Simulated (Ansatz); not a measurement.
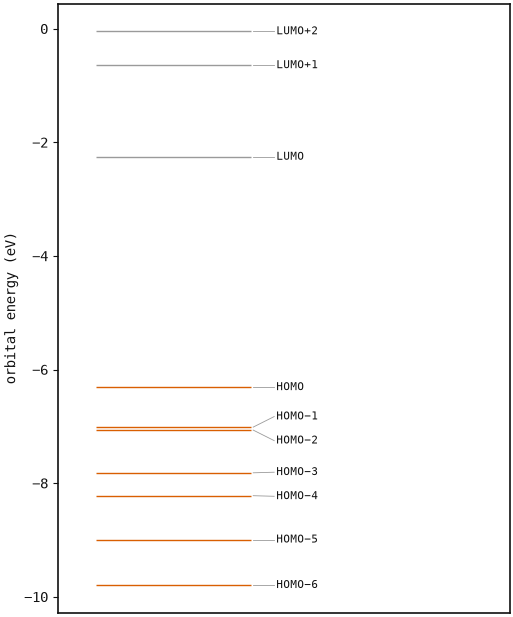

Kohn-Sham orbital energies near the frontier, PBE/def2-TZVPP in the Ansatz code, at a PBE0-D4/def2-TZVP geometry (no frequency check), isolated molecule; empty levels in grey, levels within 0.03 eV side by side.

Question: Which molecule has this level scheme?
A. CH₄OSiTe, SMILES O[Si@@H]1C[Te]1
B. CH₇BN₂O, SMILES NBOCN
C. C₃H₇BO, SMILES C=COBC
D. C₄H₇Al, SMILES C#[C][AlH][CH2]C, singlet

Answer: Option D. HOMO −6.31 eV, LUMO −2.26 eV, separation 4.06 eV.

Note: one conformer of a flexible molecule; empty levels above zero depend strongly on the basis.
